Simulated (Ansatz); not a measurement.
The reference is TiB2 (space group P6/mmm, No. 191; a = 3.0322 Å, c = 3.2237 Å; relaxed with 0.1 eV smearing). Axes: x lies along a and z along c of the hexagonal cell.

Structures relaxed with Ansatz (a program for electronic structure), PBE, PAW, cutoff 420 eV, without spin-orbit coupling, earlier PAW set.

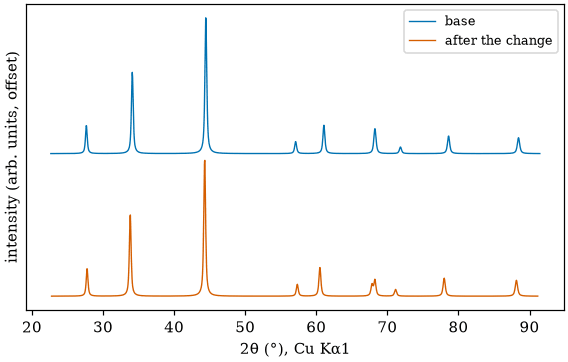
Fig. 1. Simulated powder patterns before (top) and after one change

Q: Which change produced these results?
A. biaxial strain −2.21 %, plane normal [001], relaxed out of plane
B. biaxial strain +0.84 %, plane normal [001], relaxed out of plane
C. biaxial strain −4.64 %, plane normal [001], relaxed out of plane
D. biaxial strain +2.07 %, plane normal [001], relaxed out of plane

A: B, biaxial strain +0.84 %, plane normal [001], relaxed out of plane. Its volume per atom is 8.67 Å³ against 8.56 Å³, and its space group is P6/mmm (No. 191).

Whether these cells are dynamically stable was not tested. The final runs are not spin-polarised.
